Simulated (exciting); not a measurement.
TiOF2, space group P4_2/mmc, O K edge of atom 7, with 2 Ti at 1.90 Å (linear, site symmetry mmm); the tensor is averaged over the atoms equivalent by symmetry. Method: exciting, all-electron LAPW+lo, LDA, exchange and screened direct term (singlet BSE), 3×3×2 shifted k points, 49 conduction bands, |G+q| up to 3 bohr⁻¹, full RPA screening with nempty = 81, Lorentzian half width 0.45 eV.

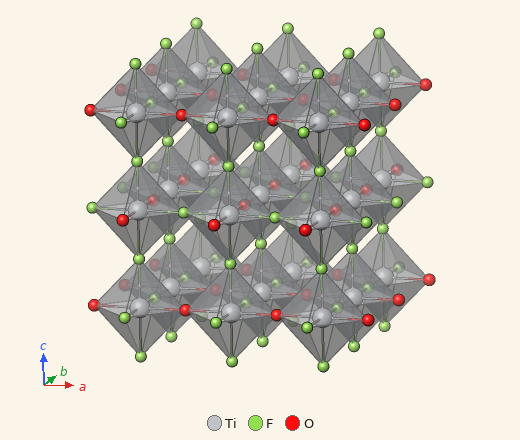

The structure (titanium light grey, fluorine green, oxygen red). 2×2×1 cells are drawn. Some periodic images of atoms are drawn too.

```xyz
8
Lattice="3.8047 0.0000 0.0000 0.0000 3.8047 0.0000 0.0000 0.0000 7.8935" Properties=species:S:1:pos:R:3 pbc="T T T"
Ti    0.0000    0.0000    3.9468
Ti    0.0000    0.0000    0.0000
F     0.0000    0.0000    5.9202
F     0.0000    0.0000    1.9734
F     0.0000    1.9024    0.0000
F     1.9024    0.0000    3.9468
O     0.0000    1.9024    3.9468
O     1.9024    0.0000    0.0000
```

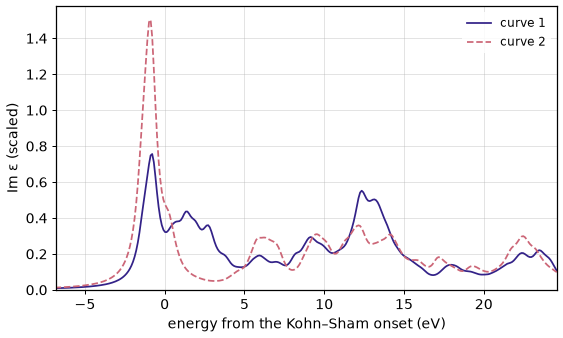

Energy from the Kohn–Sham onset, core level to the lowest empty state found on the meshes used; scaled to the maximum of the polarisation mean.

Question: The curves are the diagonal elements of Im ε for ε ∥ c and ⊥ c. Which is which?

Curve 1: ε ⊥ c, maxima -0.8 eV (0.76), 12.3 eV (0.55) and 13.1 eV (0.50); 7 lower ones aren't listed. Curve 2: ε ∥ c, maxima -0.9 eV (1.50), 9.5 eV (0.31) and 12.1 eV (0.36); 3 lower ones aren't listed. A K edge probes the empty p states along ε, which follow the bonds' lengths and directions.

[Banner, clock and machine lines of the logs are left out without a mark of their own.]

[Logs are printed without paths, hosts, clocks, repeated set-up lines and the standing remarks that a program may print on its own settings, such as how far it seeks lower states.]

[Hosts, paths, dates, database ids (printed as entryN), source tags and the programs' standing remarks are cut or masked in the printed files.]
